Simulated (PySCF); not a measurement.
SMILES C=CCC#N (C4H5N) at its B3LYP/def2-SVP optimised geometry (Å):

```
10

C      1.8335    -0.9134    -0.3987
C      0.9730    -0.2403     0.3662
C      0.3821     1.1038     0.0000
C     -1.0866     1.1038     0.0000
N     -2.2449     1.0919     0.0126
H      2.2449    -1.8741    -0.0781
H      2.1616    -0.5328    -1.3717
H      0.6571    -0.6520     1.3314
H      0.7353     1.4264    -0.9931
H      0.7120     1.8741     0.7211
```

Computed with B3LYP/def2-TZVP in PySCF. Cells within 0.4 Å of a nucleus heavier than hydrogen are left out (blank, or x).

Map of the Laplacian of the electron density (e/bohr⁵), clipped to [-1.50, 1.50] on the plane z = 0.0 Å:

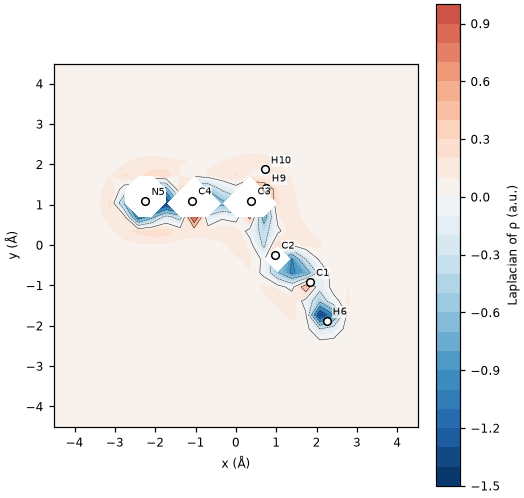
Figure. Laplacian of the electron density (e/bohr⁵), clipped to [-1.50, 1.50] on the plane z = 0.0 Å.
